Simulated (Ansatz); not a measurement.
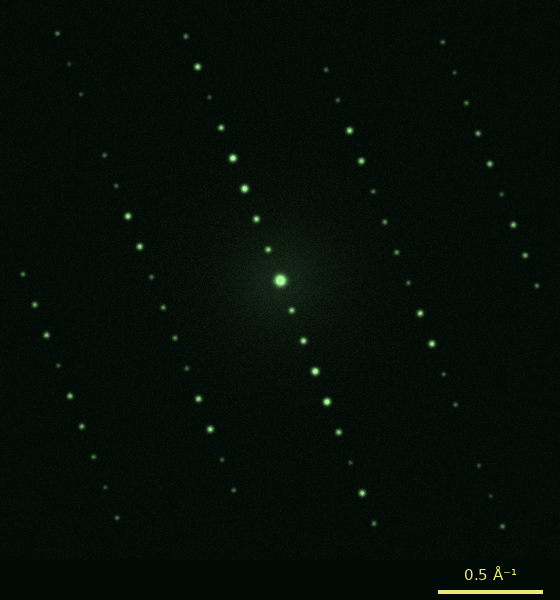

Kinematic zone-axis pattern, calculated for 200 keV electrons with B = 0.5 Å².

Phase: NbSbSe, space group Immm (No. 71), a = 3.67 Å, b = 5.65 Å, c = 12.71 Å. Structure: the geometry relaxed with DFT PBE, scalar-relativistic, plane waves, PAW in Ansatz 0.2.0; the starting structure was generated, so it need not be a known form of this composition.

**Determine the zone axis from the geometry of the pattern.**

The spots form a centred rectangular net whose two shortest vectors correspond to d = 6.35 Å and 1.73 Å, 82.2° apart. They index as 0 0 2 and 2 -1 1, so the zone axis is [120] (or an equivalent direction of <120>).

**List the strongest reflections.**

Strongest reflections with d > 0.80 Å, one of each family (|F|² from tabulated Gaussian fits of the electron scattering factors, times a small damping for the curvature of the Ewald sphere):

```csv
hkl,d (Å),I (strongest = 100)
0 0 6,2.118,100
0 0 8,1.588,93
2 -1 7,1.258,44
0 0 4,3.177,42
0 0 14,0.908,42
2 -1 5,1.439,36
```
